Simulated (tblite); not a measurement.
## Molecular dynamics of Si2PH7 (part 1 of 2)

The run: molecular dynamics of Si2PH7. Method and program: GFN2-xTB Langevin dynamics, gas phase (tblite 0.8.0).

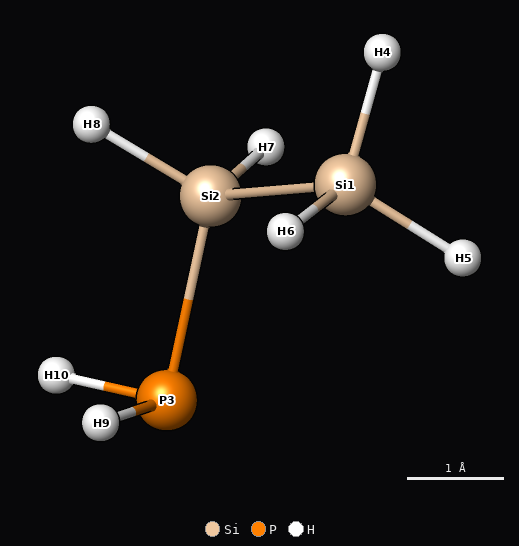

*The starting structure (ball-and-stick view, seen at an oblique angle; atoms are numbered from 1 in the order of the input).*

Bond lengths as drawn: H–P 1.38 Å, H–Si 1.46 to 1.47 Å, P–Si 2.24 Å and Si–Si 2.32 Å.

## Results in brief

- outcome: finished
- mean temperature over the second half: 369 K
- trajectory: 41 frames kept, 1000 fs
- hardware: 1 CPU thread, shared host
- wall time: 23 s
- peak memory: 0.18 GiB

## The input
```
{"job": {"kind": "md", "xc": "GFN2-xTB", "basis": "xTB", "temperature": 400, "steps": 2000, "every": 50}, "charge": 0, "multiplicity": 1}
Si    -1.696778    -0.327444     0.130941
Si     0.327032     0.758044    -0.198066
P      1.989862    -0.419881     0.743192
H     -2.795586     0.487611    -0.388385
H     -1.980116    -0.591204     1.542849
H     -1.761151    -1.618534    -0.561013
H      0.422610     2.073035     0.450235
H      0.633609     1.007656    -1.616695
H      1.871189    -1.501300    -0.108159
H      2.998213     0.136673    -0.017426
```

The first line tells a small driver script what to run in tblite; the rest is the geometry in Å.

Launch command:
```bash
OMP_NUM_THREADS=1 python <driver script> task.json out
```

## Log
```
t/fs     T/K      E/eV
    0.0   339.0   -259.19516
   25.0   152.9   -258.97529
   50.0   209.9   -258.84169
   75.0   231.1   -258.86847
  100.0   309.6   -258.97293
  125.0   278.4   -258.95770
  150.0   286.8   -258.81198
  175.0   265.3   -258.87155
  200.0   315.5   -258.77660
  225.0   363.2   -258.73339
  250.0   361.9   -258.80907
  275.0   252.9   -258.76342
  300.0   364.0   -258.78463
  325.0   341.8   -258.87718
  350.0   346.0   -258.93995
  375.0   304.2   -258.97636
  400.0   261.9   -259.03462
  425.0   366.0   -258.94188
  450.0   410.5   -258.93910
  475.0   225.6   -258.76597
  500.0   409.0   -258.88802
  525.0   233.6   -258.75112
  550.0   152.7   -258.72644
  575.0   345.6   -258.90081
  600.0   334.1   -258.84834
  625.0   348.8   -258.81611
  650.0   435.2   -258.84202
  675.0   303.9   -258.75726
  700.0   495.9   -258.89401
  725.0   297.3   -258.75039
  750.0   280.9   -258.72934
  775.0   401.7   -258.82675
  800.0   385.2   -258.86913
  825.0   379.3   -258.77133
  850.0   346.3   -258.86077
  875.0   356.6   -258.76105
  900.0   408.5   -258.85799
  925.0   466.6   -258.80800
  950.0   361.8   -258.69832
  975.0   488.3   -258.72753
 1000.0   525.1   -258.76451
```

## Trajectory as extended XYZ (Å, eV, eV/Å), 41 frames, from step=0 to step=40
```
10
Properties=species:S:1:pos:R:3:forces:R:3 step=0 time_fs=0.0 energy=-259.19516 temperature=339.0
Si   -1.6968   -0.3274    0.1309    0.0000  -0.0002  -0.0048
Si    0.3270    0.7580   -0.1981    0.0002  -0.0003   0.0034
P     1.9899   -0.4199    0.7432    0.0071   0.0045  -0.0019
H    -2.7956    0.4876   -0.3884   -0.0067  -0.0013   0.0027
H    -1.9801   -0.5912    1.5428    0.0017   0.0023  -0.0033
H    -1.7612   -1.6185   -0.5610   -0.0005  -0.0003   0.0004
H     0.4226    2.0730    0.4502    0.0007   0.0044  -0.0006
H     0.6336    1.0077   -1.6167   -0.0014  -0.0013   0.0019
H     1.8712   -1.5013   -0.1082    0.0004  -0.0061  -0.0024
H     2.9982    0.1367   -0.0174   -0.0016  -0.0018   0.0044
10
Properties=species:S:1:pos:R:3:forces:R:3 step=1 time_fs=25.0 energy=-258.97529 temperature=152.9
Si   -1.7398   -0.3115    0.1214    0.0891   0.0390   0.8009
Si    0.2940    0.6996   -0.2101    0.5183   0.7923  -0.3344
P     2.0171   -0.4285    0.7391    0.3173   1.8636   0.6182
H    -2.9163    0.4486   -0.2119   -0.3085   0.4536  -0.0539
H    -1.8906   -0.6969    1.5489   -0.0067  -0.0346  -0.3789
H    -1.8688   -1.4406   -0.7559    0.0109  -0.6516  -0.2385
H     0.4132    2.1744    0.2178   -0.0255  -0.9684  -0.2500
H     0.6834    0.6537   -1.6654   -0.2325   0.1961   0.4090
H     1.9789   -1.3980   -0.1644    0.0605  -0.9738  -1.0361
H     2.9288    0.3870   -0.0082   -0.4230  -0.7163   0.4637
10
Properties=species:S:1:pos:R:3:forces:R:3 step=2 time_fs=50.0 energy=-258.84169 temperature=209.9
Si   -1.8058   -0.3712    0.1704    0.1473  -0.4191   0.0972
Si    0.3019    0.6598   -0.2612   -0.8284  -0.9005   0.1837
P     2.0060   -0.3958    0.6863    0.2610  -0.4612   0.2491
H    -2.8404    0.6890    0.0278    0.2330  -0.4238  -0.1011
H    -1.9598   -0.9158    1.5368    0.0875   0.2333  -0.1166
H    -2.1037   -1.6430   -0.6207    0.1438   0.9050   0.1792
H     0.5283    1.9752    0.2130   -0.0315   1.1280   0.5912
H     0.3117    0.9080   -1.6753    0.2461  -0.0811  -0.8642
H     2.1207   -1.3599   -0.3279    0.3769   0.4992   0.2171
H     3.1441    0.4170    0.4364   -0.6357  -0.4797  -0.4356
10
Properties=species:S:1:pos:R:3:forces:R:3 step=3 time_fs=75.0 energy=-258.86847 temperature=231.1
Si   -1.8262   -0.3924    0.2208    0.2143   0.6962  -0.3410
Si    0.1842    0.6685   -0.4095   -0.1861  -0.0325   0.7316
P     1.9363   -0.3872    0.6289   -0.8672   0.0839   0.1829
H    -2.8513    0.6291    0.0221   -0.1219   0.1982  -0.0171
H    -1.9606   -0.7123    1.6300    0.1326  -0.2644   0.1536
H    -2.2925   -1.4252   -0.6646   -0.0199  -0.5826  -0.1555
H    -0.1420    2.0168    0.2183    0.6104  -0.4713  -0.4263
H     0.7584    0.8203   -1.7685   -0.3985   0.1487   0.1338
H     2.1563   -1.1886   -0.4881    0.2948   0.3444   0.0675
H     2.7728    0.6559    0.3247    0.3415  -0.1205  -0.3295
10
Properties=species:S:1:pos:R:3:forces:R:3 step=4 time_fs=100.0 energy=-258.97293 temperature=309.6
Si   -1.7969   -0.3723    0.1926    0.1540   0.3220   0.5773
Si    0.1299    0.6342   -0.4951    0.8657   0.5209  -0.9067
P     1.8492   -0.3257    0.6025   -1.0127  -0.9727   0.5299
H    -2.9571    0.5085    0.0379    0.0068  -0.1498   0.0563
H    -1.4746   -0.6586    1.6018   -0.3932  -0.0646  -0.0164
H    -1.9750   -1.6247   -0.4991   -0.2254  -0.3609  -0.2052
H     0.5349    2.0369   -0.2855   -0.3657   0.0579   0.1287
H     0.3138    0.5862   -1.9867    0.0081  -0.1379   0.3992
H     2.2749   -1.1226   -0.4182    0.0815  -0.1458  -0.2126
H     2.7497    0.6111    0.3475    0.8809   0.9309  -0.3505
10
Properties=species:S:1:pos:R:3:forces:R:3 step=5 time_fs=125.0 energy=-258.95770 temperature=278.4
Si   -1.7718   -0.3934    0.1995   -0.4758  -0.6962   0.0522
Si    0.1580    0.7135   -0.6045   -0.5247  -0.1390   0.7597
P     1.8014   -0.2899    0.5881    0.1439   0.2815  -0.3933
H    -3.0762    0.3239    0.1408    0.4104  -0.0720  -0.3660
H    -1.8923   -0.8334    1.6033    0.4055   0.1781   0.0285
H    -1.9179   -1.7704   -0.4437    0.0375   0.8389   0.0697
H     0.1597    2.1901   -0.4869    0.1111  -0.2599   0.0465
H     0.3279    0.3995   -2.0089    0.1135   0.0163  -0.4328
H     2.0117   -1.1772   -0.4464   -0.0470  -0.2684   0.0994
H     2.8850    0.4463    0.1239   -0.1746   0.1205   0.1360
10
Properties=species:S:1:pos:R:3:forces:R:3 step=6 time_fs=150.0 energy=-258.81198 temperature=286.8
Si   -1.7404   -0.4110    0.2120   -0.2333   0.4938  -2.0187
Si    0.0953    0.7311   -0.6062    0.9453   0.1470  -1.0807
P     1.7591   -0.2429    0.5435    1.5353  -0.0307  -0.7993
H    -2.8768    0.4505   -0.1767   -0.0332  -0.2807   0.2881
H    -1.4994   -0.5133    1.5881   -0.0635  -0.2903   1.3995
H    -1.8671   -1.6766   -0.5281   -0.0991   0.0184   0.2871
H     0.2292    2.1445   -0.1834   -0.0787  -0.1769  -0.0444
H     0.6376    0.7836   -2.0698   -0.6463  -0.0613   0.9490
H     2.0289   -1.4380   -0.2080   -0.4164   0.8106   0.3240
H     2.8231    0.4675   -0.1633   -0.9101  -0.6299   0.6954
10
Properties=species:S:1:pos:R:3:forces:R:3 step=7 time_fs=175.0 energy=-258.87155 temperature=265.3
Si   -1.7569   -0.4240    0.1987    1.4957  -0.5287   1.4119
Si    0.1137    0.7362   -0.5455   -0.9548   0.3465   0.1078
P     1.7733   -0.2132    0.5251    0.6852  -0.4080  -0.4280
H    -2.9553    0.2469    0.0388   -1.7039   1.0408  -0.5237
H    -1.7100   -0.5037    1.7044    0.1646   0.0308  -0.5079
H    -2.0065   -1.8003   -0.1329    0.0564  -0.5126  -0.3855
H     0.0511    2.0325    0.1162    0.0125   0.3649   0.0999
H     0.0495    1.1153   -1.9594    0.2930  -0.2233  -0.1761
H     1.5862   -1.3855   -0.2021    0.2355  -0.0354   0.1986
H     2.8347    0.1903   -0.2986   -0.2843  -0.0750   0.2030
10
Properties=species:S:1:pos:R:3:forces:R:3 step=8 time_fs=200.0 energy=-258.77660 temperature=315.5
Si   -1.8058   -0.4559    0.2435   -0.4613  -0.3683  -0.9144
Si   -0.0020    0.8724   -0.4653    0.9084  -0.7006   0.8917
P     1.8032   -0.2839    0.5726   -1.0544   1.7089   1.1870
H    -3.1081    0.1107   -0.3556    0.7799  -0.2934   0.6831
H    -1.7670   -0.7332    1.7124   -0.1751   0.2053  -0.5828
H    -1.7189   -1.8000   -0.4842   -0.0058   0.6858   0.5129
H     0.0829    2.2764    0.0154   -0.0112  -0.3338  -0.0463
H     0.5885    0.9095   -1.7992   -0.3038   0.0750  -0.3178
H     1.5046   -1.5364    0.2409   -0.3573  -1.0093  -0.5195
H     2.6664   -0.1135   -0.4236    0.6805   0.0304  -0.8939
10
Properties=species:S:1:pos:R:3:forces:R:3 step=9 time_fs=225.0 energy=-258.73339 temperature=363.2
Si   -1.7413   -0.4000    0.1840   -1.2478   0.3141   0.2381
Si    0.0534    0.8779   -0.3123    0.4094  -1.0664  -1.1492
P     1.7500   -0.2819    0.6989   -0.5773  -0.1427  -0.7354
H    -3.1115    0.0880   -0.1517    0.4954  -0.2232  -0.2778
H    -1.9381   -0.5683    1.5942    0.0749  -0.1997   0.7541
H    -1.3951   -1.6984   -0.3500   -0.2411  -0.4267  -0.2458
H     0.1406    2.2628   -0.0841    0.1707   1.2023   0.3599
H    -0.0425    0.7785   -1.8426    0.4769   0.1286   0.6360
H     1.0017   -1.5009    0.4604    0.8995   0.6759  -0.0059
H     2.5766   -0.3235   -0.4548   -0.4607  -0.2621   0.4261
10
Properties=species:S:1:pos:R:3:forces:R:3 step=10 time_fs=250.0 energy=-258.80907 temperature=361.9
Si   -1.8033   -0.3207    0.2097    1.2405  -0.5519   0.0764
Si    0.1958    0.9002   -0.2605   -1.0170   0.9360   0.9087
P     1.6922   -0.2533    0.8003    0.7449  -1.8845   0.1172
H    -2.9847    0.0886   -0.4541   -0.8984   0.6322  -0.2732
H    -1.9345   -0.5118    1.6671   -0.0845   0.1471  -0.2510
H    -1.6793   -1.6886   -0.3684    0.1664   0.1824   0.1883
H     0.4478    2.1870    0.5266   -0.4481  -0.3977  -0.6017
H     0.7556    1.0897   -1.5635   -0.0333   0.2211  -0.8025
H     1.0083   -1.4898    0.5378    0.6805   0.6600   0.2525
H     2.5927   -0.4545   -0.2623   -0.3510   0.0554   0.3853
10
Properties=species:S:1:pos:R:3:forces:R:3 step=11 time_fs=275.0 energy=-258.76342 temperature=252.9
Si   -1.7953   -0.2167    0.2445   -0.2898   0.8938  -0.0315
Si    0.2185    0.9629   -0.2718   -0.1293  -0.6040  -0.8318
P     1.7768   -0.2736    0.8982    0.1764   2.8052   0.9132
H    -2.9193    0.5030   -0.4779    0.5264  -0.3861   0.4634
H    -2.1255   -0.2921    1.7088    0.1499   0.1051  -0.6056
H    -1.8311   -1.5858   -0.2335    0.0541  -0.2650  -0.1002
H     0.0871    2.3701    0.1187    0.2637  -0.0478   0.3858
H     0.5437    1.2346   -1.7798   -0.1146  -0.5092   1.0249
H     1.4930   -1.4757    0.5177   -0.7985  -2.1828  -0.9073
H     2.8876   -0.2445    0.1085    0.1617   0.1908  -0.3108
10
Properties=species:S:1:pos:R:3:forces:R:3 step=12 time_fs=300.0 energy=-258.78463 temperature=364.0
Si   -1.7517   -0.1763    0.2181   -0.7178  -0.5070   0.9923
Si    0.2102    0.8194   -0.2339    0.8492   0.2144   0.8946
P     1.8379   -0.1810    0.9515    0.7046  -1.5266  -1.8700
H    -2.8166    0.6702   -0.2352   -0.5359   0.2616  -0.3805
H    -1.9601   -0.1928    1.6690   -0.0100  -0.1302   0.0712
H    -1.9933   -1.5529   -0.2268    0.0865   0.1026  -0.1023
H     0.4655    2.2061    0.1565   -0.1852   0.1719  -0.2610
H     0.3701    0.5056   -1.6066    0.4583   0.1671  -1.2314
H     1.6853   -1.4035    0.1172   -0.0865   0.9049   1.1955
H     2.9179    0.0777    0.0441   -0.5633   0.3413   0.6915
10
Properties=species:S:1:pos:R:3:forces:R:3 step=13 time_fs=325.0 energy=-258.87718 temperature=341.8
Si   -1.8406   -0.1986    0.2591    0.7807  -0.7129  -1.3927
Si    0.2692    0.7316   -0.2389   -0.3372  -0.7323  -1.5868
P     1.8937   -0.1493    0.9751    0.9834  -1.3616  -0.3611
H    -3.0024    0.5032   -0.2583   -0.0896   0.2446   0.1244
H    -2.0000   -0.5989    1.6256   -0.1613  -0.0897   0.5530
H    -1.8156   -1.4512   -0.6098   -0.1212   0.5054   0.5670
H     0.3745    2.1558   -0.0599    0.0878   0.5655   0.0930
H     0.6990    0.4747   -1.7489   -0.4694   0.2820   1.1658
H     2.0172   -1.4687    0.3363   -0.4354   1.1640   0.5927
H     2.9417    0.2826    0.1560   -0.2377   0.1349   0.2447
10
Properties=species:S:1:pos:R:3:forces:R:3 step=14 time_fs=350.0 energy=-258.93995 temperature=346.0
Si   -1.8887   -0.2620    0.2238   -0.4413   0.6196   1.1701
Si    0.1841    0.6950   -0.2855    0.0456  -0.4368   1.4604
P     1.9569   -0.0896    1.0288   -1.2433   0.6528  -0.0660
H    -2.9748    0.7658    0.1236    0.4458  -0.2966  -0.0798
H    -2.1946   -0.8912    1.5522    0.3915   0.3640  -0.2992
H    -2.2762   -1.3517   -0.6054   -0.1355  -0.5895  -0.7910
H     0.1340    2.1401   -0.1641    0.1107   0.3221   0.0680
H     0.4477    0.4042   -1.6549    0.3364  -0.1579  -0.9457
H     1.9028   -1.2197    0.2976    0.0387  -0.8804  -0.1823
H     2.9279    0.3730    0.2069    0.4514   0.4027  -0.3344
10
Properties=species:S:1:pos:R:3:forces:R:3 step=15 time_fs=375.0 energy=-258.97636 temperature=304.2
Si   -1.9094   -0.2988    0.2368   -0.5373   0.2815  -0.6629
Si    0.1216    0.5751   -0.2817    1.1654   0.8110  -0.6007
P     1.9166   -0.0015    0.9976    0.3650   0.2493  -0.6506
H    -2.8608    0.8410    0.1732    0.1123  -0.3821   0.1546
H    -1.7908   -0.8271    1.5714   -0.3194  -0.3509   0.3521
H    -2.3651   -1.2388   -0.8293    0.1046   0.1448   0.5390
H     0.2653    2.0648   -0.0450   -0.1971  -0.5781  -0.2157
H     0.3848    0.3738   -1.7611    0.0379   0.1266   0.6141
H     2.1997   -1.2240    0.4403   -0.2267  -0.3331   0.0307
H     2.8939    0.5430    0.1290   -0.5047   0.0309   0.4395
10
Properties=species:S:1:pos:R:3:forces:R:3 step=16 time_fs=400.0 energy=-259.03462 temperature=261.9
Si   -1.9410   -0.3151    0.2886   -0.1019  -1.1289   0.0106
Si    0.1227    0.5788   -0.2947   -0.5422   0.4333  -0.3716
P     1.8691    0.0544    0.9481    0.8705  -0.3010   0.1250
H    -3.0835    0.5948    0.2159    0.1065   0.0810  -0.0166
H    -1.9927   -0.9335    1.6682    0.0630   0.2949  -0.6652
H    -2.2485   -1.4292   -0.7112    0.1266   0.5993   0.6153
H     0.0385    2.0536   -0.2848    0.0543   0.0055   0.2348
H     0.5556    0.4113   -1.6793   -0.0786  -0.2568  -0.3122
H     2.2178   -1.1831    0.3626   -0.2802   0.5004   0.1212
H     2.7659    0.7571    0.1290   -0.2180  -0.2276   0.2587
10
Properties=species:S:1:pos:R:3:forces:R:3 step=17 time_fs=425.0 energy=-258.94188 temperature=366.0
Si   -1.8721   -0.4268    0.3844    0.3445   0.6638   0.9617
Si    0.0957    0.6111   -0.4095    0.1565  -0.3420   1.3813
P     1.9268    0.1263    0.9718   -1.6945  -0.4862   0.0607
H    -2.9516    0.5956    0.4011    0.2802  -0.2943   0.0460
H    -1.8783   -1.1511    1.7023    0.1345   0.5174  -0.4103
H    -2.2767   -1.4722   -0.4730   -0.3919  -0.8101  -0.9008
H    -0.0089    2.0210   -0.0287   -0.0033   0.2167  -0.2358
H     0.3585    0.4959   -1.8410    0.1250  -0.0113  -0.0981
H     2.2473   -1.0434    0.3279    0.1077  -0.1260  -0.0631
H     2.7220    0.8525    0.1985    0.9413   0.6721  -0.7417
10
Properties=species:S:1:pos:R:3:forces:R:3 step=18 time_fs=450.0 energy=-258.93910 temperature=410.5
Si   -1.6757   -0.5448    0.4169   -0.4784   0.4688  -0.8487
Si    0.0732    0.6477   -0.3727    1.0569   0.7956  -0.7324
P     1.8822    0.1830    0.9099   -0.9835  -0.0305   0.8963
H    -2.6047    0.4513    0.9072   -0.4836   0.1043   0.0344
H    -1.2869   -1.2640    1.5671    0.1740  -0.9221   0.7805
H    -2.2435   -1.2590   -0.7418   -0.0607  -0.0998   0.4186
H    -0.0633    2.1486   -0.3454    0.0996  -0.5920   0.1175
H     0.3565    0.4167   -1.8212    0.0173   0.0131   0.3197
H     2.4169   -0.9202    0.3189    0.0855  -0.1328  -0.4528
H     2.7401    1.0697    0.3874    0.5729   0.3953  -0.5330
10
Properties=species:S:1:pos:R:3:forces:R:3 step=19 time_fs=475.0 energy=-258.76597 temperature=225.6
Si   -1.6179   -0.5894    0.4576   -1.1368  -1.8093   0.1039
Si    0.0967    0.6960   -0.3420   -0.1809  -0.4443  -1.2638
P     1.8603    0.2169    0.8697    1.5327   0.9784   0.0434
H    -2.8326   -0.1119    1.1828    0.6426   0.1575  -0.0150
H    -1.0252   -1.7768    1.2335   -0.2775   0.8636  -0.2168
H    -2.3843   -1.4205   -0.5761    0.5648   0.6010   0.2445
H     0.0343    2.1207   -0.5333   -0.1684   0.5661   0.0399
H     0.4485    0.1666   -1.7276   -0.2803   0.3087   0.4812
H     2.2455   -0.7296   -0.0473    0.2018  -0.1895   0.0108
H     2.7528    1.2391    0.2715   -0.8980  -1.0322   0.5718
10
Properties=species:S:1:pos:R:3:forces:R:3 step=20 time_fs=500.0 energy=-258.88802 temperature=409.0
Si   -1.6010   -0.6830    0.5406    1.2903   0.6778  -0.1419
Si    0.0785    0.7302   -0.4225    0.1487  -0.6632   1.8523
P     1.9669    0.2542    0.8933    0.0117   1.7790  -0.9885
H    -2.2642    0.1070    1.5607   -0.2640  -0.0786   0.1296
H    -0.9990   -1.8857    1.1095   -0.0888  -0.0409   0.0926
H    -2.4441   -1.0696   -0.5449   -0.6494  -0.2410  -0.3839
H    -0.1305    2.1363   -0.0459    0.0439  -0.0104  -0.1899
H     0.2053    0.6067   -1.8427    0.2471   0.0312  -0.6826
H     2.4856   -0.7953    0.2186    0.0920  -0.6526  -0.4520
H     2.8579    1.1657    0.1506   -0.8315  -0.8013   0.7644
```
